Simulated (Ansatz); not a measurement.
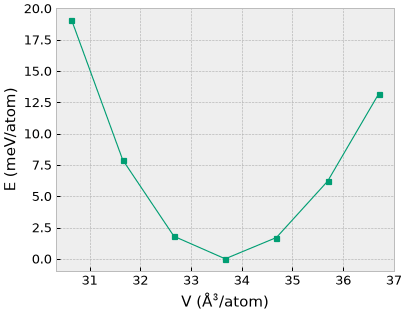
Fig. 1. CsCl (CsCl type, Pm-3m) under volume change, DFT-PBEsol in the program Ansatz with PAW potentials, scaled uniformly.

Problem. What does a third-order Birch–Murnaghan fit give for V₀, B₀ and B′?

Solution. V₀ = 33.67 Å³/atom, B₀ = 18.5 GPa, B′ = 5.3.

The cell was relaxed with PBEsol under the symmetry of its start. Scalar-relativistic: spin–orbit coupling is off unless named, which matters more the heavier the elements.

Potentials: the earlier of the program's two PAW sets. The files were generated under PBE; for other functionals the program regenerates the frozen cores, and for LDA and PBEsol the local potential too.
